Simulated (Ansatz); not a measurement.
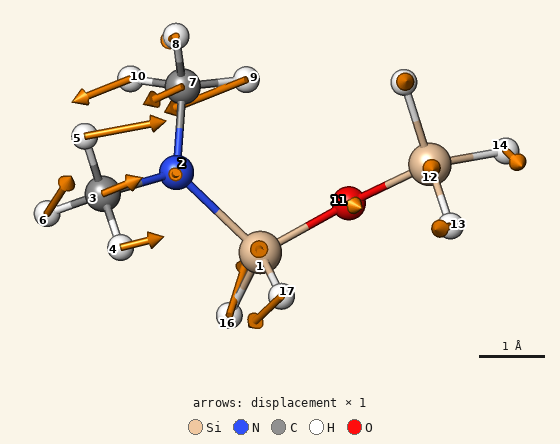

A relaxation of C2H11NOSi2. The starting structure is drawn; orange arrows show the displacements, at their true length. The two geometries are superimposed by the best rigid fit.

A ball-and-stick model, seen at a tilt.

The run prepares the start of a later molecular dynamics calculation, from a guessed geometry.

Theory: RKS PBE-D4/6-31G (Ansatz 0.2.0). Settings: no spin polarisation; force threshold 0.02 eV/Å; at most 40 steps.

Atoms of which element are displaced furthest, and by how much?

Answer. Hydrogen: up to 1.69 Å, against 0.81 Å for carbon.

What happened in the run?

Answer. The largest move after the best rigid fit is that of an H atom, 1.69 Å. Largest moves by element: H 1.69 Å, C 0.81 Å, Si 0.60 Å, O 0.39 Å, N 0.25 Å. Among the contacts that change: H–Si 1.460 → 1.520 Å, O–Si 1.680 → 1.733 Å, N–Si 1.820 → 1.771 Å, C–H 1.110 → 1.103 Å. Among the angles between lasting bonds that change: Si–O–Si 125.0° → 141.5°, N–Si–O 109.4° → 117.2°, H–Si–H 109.5° → 115.6°. Groups turn about N–Si by about 70°, O–Si by about 35°, C–N by about 35°. Over 21 accepted moves (22 points after the start) the energy falls by 64.6 kJ/mol. Largest force component: 2.3 eV/Å at the start, 0.014 eV/Å at the end. The line search rejected the trial step at point 14 of the run. The forces were under the threshold at step 15, but the run went on from there.

Limits of the set-up: the basis has no polarisation functions, which atoms past neon need.
